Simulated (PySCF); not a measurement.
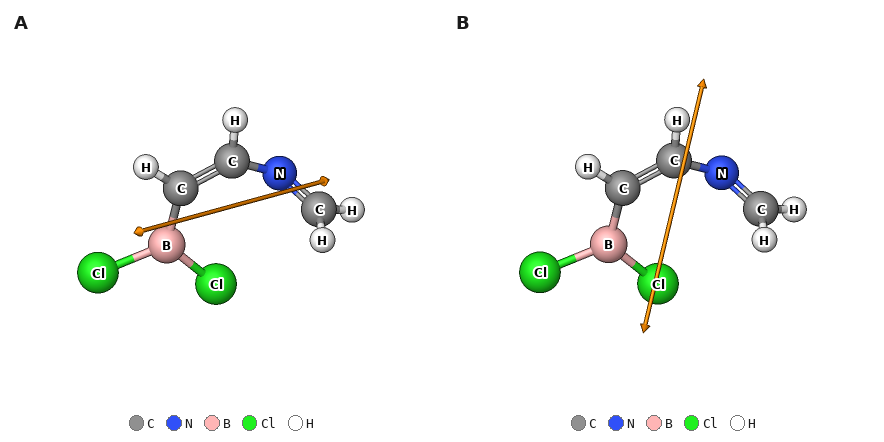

The double arrows show the directions of two transition dipoles from the ground state (lengths mean nothing). The geometry was computed by an optimisation with GFN2-xTB. No frequency run is at hand to confirm it as a minimum. Method: TDDFT ωB97X-D/def2-SVPD, vertical, gas phase, core orbitals frozen in the response (PySCF 2.14.0).

Question: One belongs to singlet state 5 and one to singlet state 6. Which is which?

Answer: A: state 6, 6.76 eV (183 nm), oscillator strength 0.030, of mixed character, with the largest part HOMO → LUMO+2 (weight 0.33).
B: state 5, 6.63 eV (187 nm), oscillator strength 0.017, of mixed character, with the largest part HOMO → LUMO+2 (weight 0.38).

The geometry is semi-empirical. Around B such bond lengths and angles can be off by a tenth of an ångström or more and by several degrees, and values that hang on the shape move with them.
